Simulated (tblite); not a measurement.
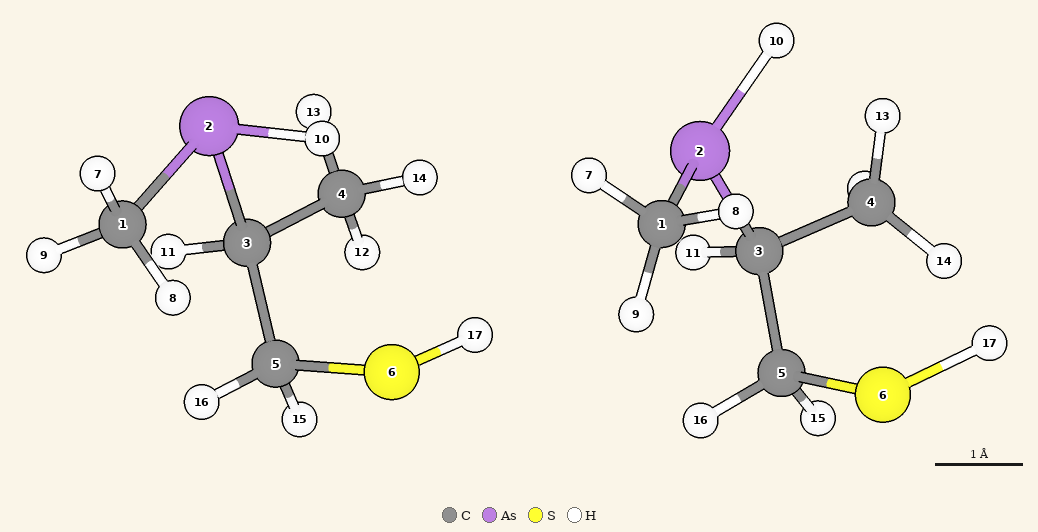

Two geometries of C4H11AsS, drawn at one scale. One is the start of a relaxation, the other its converged end. The picture is a ball-and-stick view, seen from a free direction.

The calculation used GFN2-xTB geometry optimisation, gas phase (tblite 0.8.0). 

Which geometry has the lower energy?

The left one is the relaxed one. Over 134 geometry steps the energy falls by 182.8 kJ/mol. H10 moves most after the best rigid fit: 1.55 Å. Largest moves by element: H 1.55 Å, As 0.49 Å, S 0.45 Å, C 0.33 Å. Near-neighbour distances that change, for instance: As2–C3 1.915 → 2.009 Å, As2–H10 1.572 → 1.503 Å, S6–H17 1.399 → 1.330 Å, C1–H8 1.132 → 1.088 Å. Bond angles that change, for instance: C1–As2–H10 111.8° → 94.8°, C5–S6–H17 112.8° → 96.5°, C1–As2–C3 115.9° → 99.8°. Groups turn about C3–C4 by about 55°.
